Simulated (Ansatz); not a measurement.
Cl₆H₃Hf₂NO

```json
{"atom": "Hf", "x (Å)": "1.3144", "y (Å)": "0.8012", "z (Å)": "-0.9176"}
{"atom": "O", "x (Å)": "0.9129", "y (Å)": "-0.4874", "z (Å)": "0.7110"}
{"atom": "Cl", "x (Å)": "1.0908", "y (Å)": "3.1162", "z (Å)": "-0.7055"}
{"atom": "Cl", "x (Å)": "-2.4945", "y (Å)": "0.6259", "z (Å)": "2.1876"}
{"atom": "Cl", "x (Å)": "1.2989", "y (Å)": "0.0078", "z (Å)": "-3.1142"}
{"atom": "Hf", "x (Å)": "-1.1325", "y (Å)": "-0.8990", "z (Å)": "1.0588"}
{"atom": "N", "x (Å)": "-0.9033", "y (Å)": "0.4845", "z (Å)": "-0.7017"}
{"atom": "Cl", "x (Å)": "-2.2772", "y (Å)": "-2.4793", "z (Å)": "-0.2244"}
{"atom": "Cl", "x (Å)": "-0.3025", "y (Å)": "-2.2261", "z (Å)": "2.8426"}
{"atom": "Cl", "x (Å)": "3.5804", "y (Å)": "0.4698", "z (Å)": "-0.2949"}
{"atom": "H", "x (Å)": "1.6132", "y (Å)": "-0.8622", "z (Å)": "1.2557"}
{"atom": "H", "x (Å)": "-1.3076", "y (Å)": "0.0858", "z (Å)": "-1.5451"}
{"atom": "H", "x (Å)": "-1.3931", "y (Å)": "1.3629", "z (Å)": "-0.5524"}
```

The product side of a reaction path; geometry: PBE0-D4/def2-TZVP; core potentials replace the inner electrons of Hf.

These are results of Ansatz 0.2.0, RKS PBE0-D4/def2-TZVPP, not measurements.

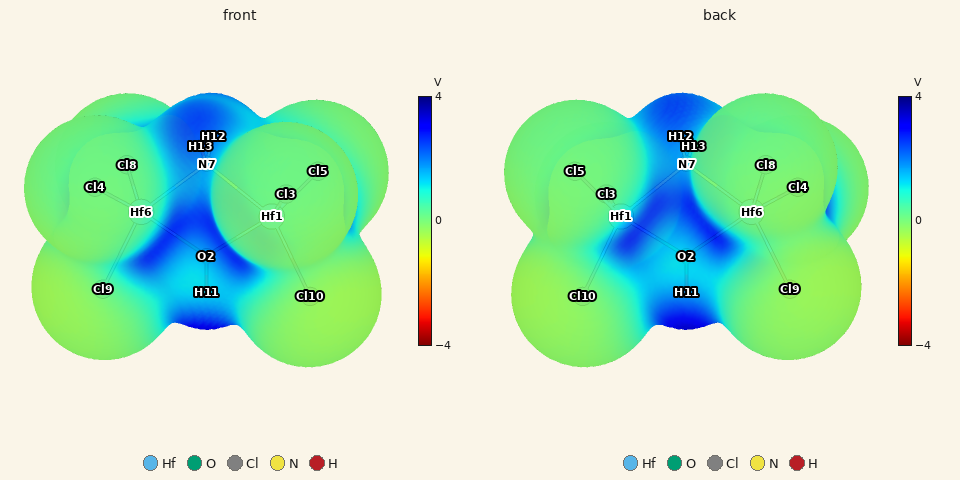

Figure 1. The electrostatic potential painted on the density surface at 0.002 e/bohr³, seen from the front and from behind; red is negative and blue positive.

Where is the surface potential most negative and most positive?

The most negative region (about −0.4 V) lies over Cl9 and Cl10, the most positive (about +3.1 V) over H11.

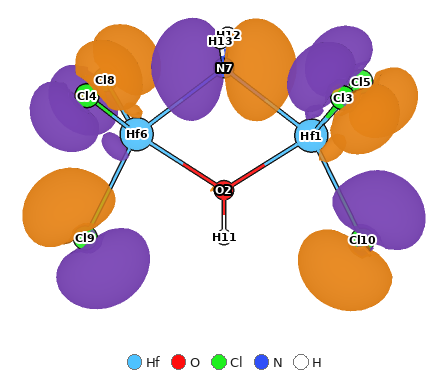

Figure 2. One frontier orbital at ±0.08 Å⁻³ᐟ² (orange and purple are the two phases), seen across its widest extent.

Which orbital is it: HOMO or LUMO?

The HOMO, at −9.10 eV. Its weight (Hirshfeld) is mainly on N7 (about 25 %), Cl9 (about 20 %), Cl10 (about 20 %), Cl4 (about 5 %), Cl8 (about 5 %), Cl3 (about 5 %) and Cl5 (about 5 %); largely a combination of lone pairs on N7, Cl9, Cl10, Cl4, Cl8, Cl3 and Cl5.

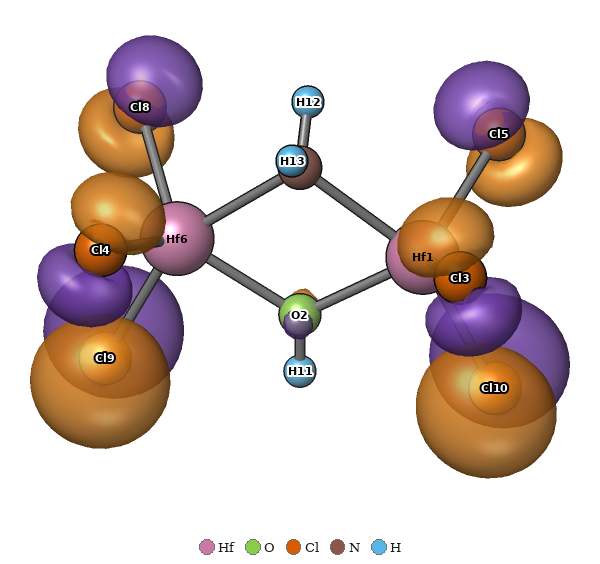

Figure 3. The HOMO−1 at ±0.1 Å⁻³ᐟ² (orange and purple are the two phases), seen at a tilt.

Where does this orbital lie, and at what energy?

By Hirshfeld shares it lies mainly on Cl10 (about 30 %), Cl9 (about 30 %), Cl4 (about 10 %), Cl3 (about 10 %), Cl8 (about 10 %) and Cl5 (about 10 %); largely a combination of lone pairs on Cl10, Cl9, Cl4, Cl3, Cl8 and Cl5. Its energy is −9.29 eV.
